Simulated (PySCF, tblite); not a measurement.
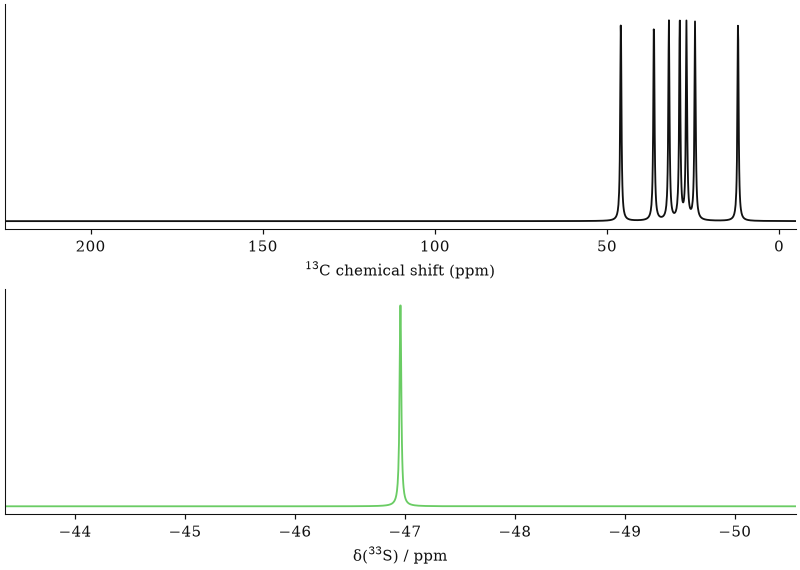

GIAO shifts, PBE0/pcSseg-1 with PySCF 2.14.0, at a GFN2-xTB geometry (a minimum by its frequencies), against TMS for ¹³C and CS₂ for ³³S computed at the same level. Gas phase, fully decoupled, line heights follow the number of nuclei, widths are arbitrary (no quadrupolar broadening); values of one conformer, averaged over methyl-type rotors and exact or near symmetry; other conformers aren't averaged in.

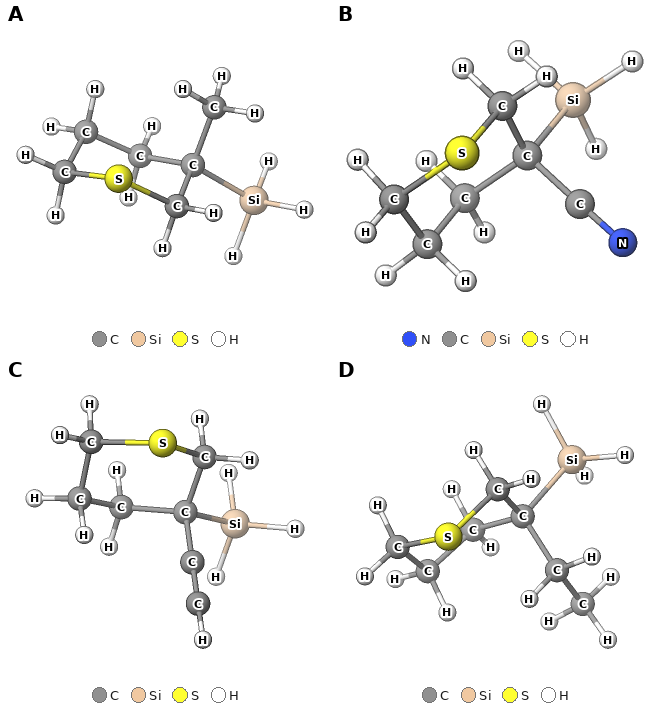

**Which structure fits the spectrum? The candidates are drawn in the second picture.**

Structure D, C₇H₁₆SSi, SMILES CC[C@@]1([SiH3])CCCSC1. Its ¹³C signals: 46.0 (1 C), 36.4 (1 C), 32.0 (1 C), 28.9 (1 C), 26.9 (1 C), 24.4 (1 C), 11.9 (1 C) ppm. Its ³³S signals: −47.0 (1 S) ppm.

Note: the tight-binding geometry is rougher than a DFT one and adds to the error.
